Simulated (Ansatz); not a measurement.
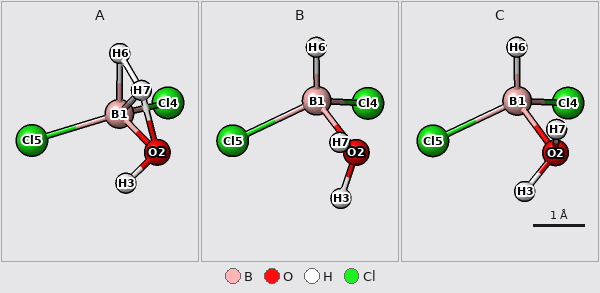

3 geometries from a converged minimum-energy path of BH₃OCl₂, made up at the start of BHOCl2 and H2, shuffled. A ball-and-stick model, seen from a free direction.

Computed with RKS PBE0-D4/def2-SVP in Ansatz 0.2.0. Run with 9 movable images; climbing image; force threshold 0.05 eV/Å; iteration limit 44; starting path through a guess of the saddle point.

**Which frame is the top of the path?**

A. In order along the path, whose images run from 0 to 10: A (image 4, +40.9 kcal/mol), C (image 6, +15.9 kcal/mol), B (image 7, +15.6 kcal/mol). Breaking: H6–H7 (0.76 → 1.04 at the top → 2.90 Å). Forming: B1–H6 (3.19 → 1.36 at the top → 1.20 Å), O2–H7 (3.14 → 1.27 at the top → 0.97 Å).

Limits of the set-up: the start holds two separate molecules, 3.1 Å apart at their closest, whose relative position is a soft coordinate.

Cost: 7.6 min on 1 thread of Arm Neoverse V2, on a shared host, peak memory 0.15 GiB.
